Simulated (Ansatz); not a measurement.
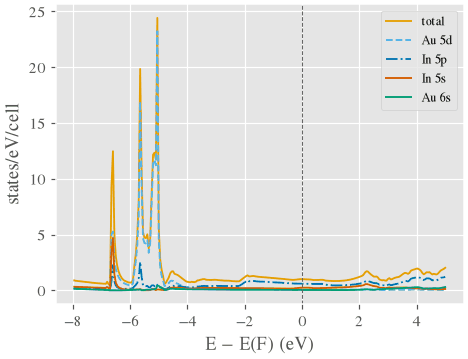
Total and projected density of states of In₂Au (fluorite or antifluorite type, Fm-3m), plane-wave PAW r²SCAN (Ansatz code)

Which orbitals carry the states next to the Fermi level?

Within 0.5 eV of the Fermi level: In 5p 62 %, In 5s 22 %, Au 5d 7 %, outside the projected shells 6 %. Projections are on Löwdin-orthogonalised atomic valence shells; empty p or d shells of many metals are not among them.

Where is the tallest occupied peak in this window, and what makes it?

Near -5.0 eV, about 24 states/eV per cell; the largest projected share is Au 5d.

The first step of the workflow began from a Materials Project structure, measured or hypothetical; the Crystallography Open Database files this formula in space group No. 225, but the cells were not matched. Its standing as an ambient phase is unchecked. Symmetry was held in the r²SCAN relaxation; its stability against distortions is not shown here. Spin–orbit coupling is left out wherever it is not named.

Potentials: the later of the program's two PAW sets.
